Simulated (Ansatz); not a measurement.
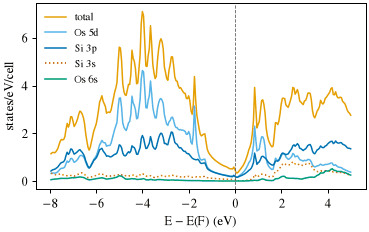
*Total and projected density of states of Si₂Os in space group C2/m (No. 12; Si on 4i, Si on 4i, Os on 4i), the program Ansatz at the r²SCAN level (PAW)*

Problem. Which orbitals carry the states next to the Fermi level?

Solution. Within 0.5 eV of the Fermi level: Os 5d 47 %, Si 3p 40 %, Si 3s 7 %. Projections are on Löwdin-orthogonalised atomic valence shells; empty p or d shells of many metals are not among them.

Problem. Where is the tallest occupied peak in this window, and what makes it?

Solution. Near -4.0 eV, about 7.1 states/eV per cell; the largest projected share is Os 5d.

The first step of the workflow began from a Materials Project structure, measured or hypothetical; the Crystallography Open Database copy checked does not list it. Whether it is the stable phase at ambient conditions was not checked. The r²SCAN relaxation kept the symmetry of its start; whether a distortion lowers the energy is not shown. No spin polarisation was allowed. Scalar-relativistic: spin–orbit coupling is off unless named, which matters more the heavier the elements.

Potentials: the later of the program's two PAW sets.
